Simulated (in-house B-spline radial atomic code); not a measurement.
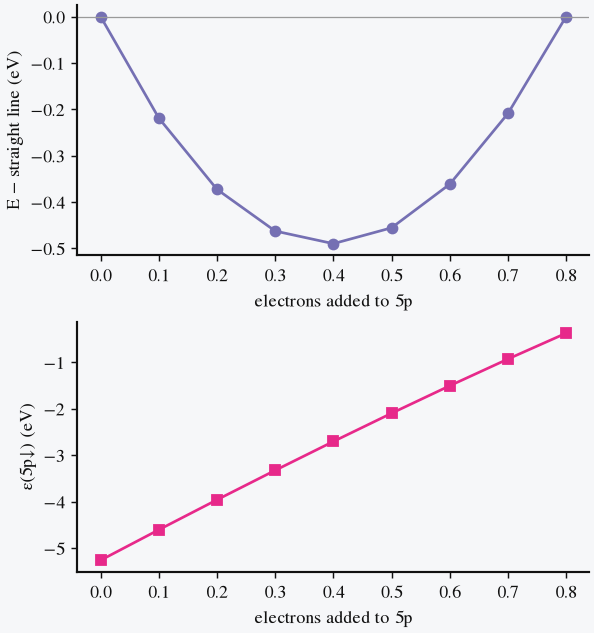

Method: scalar-relativistic (spin-free one-electron X2C) PW91, spin-polarised, spherical fractional occupations, Fermi nucleus, basis-set limit; computed with an in-house B-spline radial code. The occupation of the 5p shell is varied from Te ([Kr] 4d10 5s2 5p4 (high spin)) to Te with charge -0.8 ([Kr] 4d10 5s2 5p4.8 (5p: 3 up, 1.8 down)), with spherical fractional occupations. The plot shows the total energy less the straight line between the end points, and the eigenvalue of 5p↓.

Q: Describe the curve.

A: The curve is convex (below the straight line), with the largest deviation among the points computed, −0.49 eV, at 0.4. The eigenvalue, which is the slope of the energy (Janak's theorem), moves from −5.26 eV at 0 to −0.377 eV at 0.8. Convexity is the mark of the delocalisation error, which puts fractional charges too low; for p, d and f shells the spherical spreading of the fraction adds to it. One end point is itself fractional, so the deviation from the line between whole numbers would be larger.
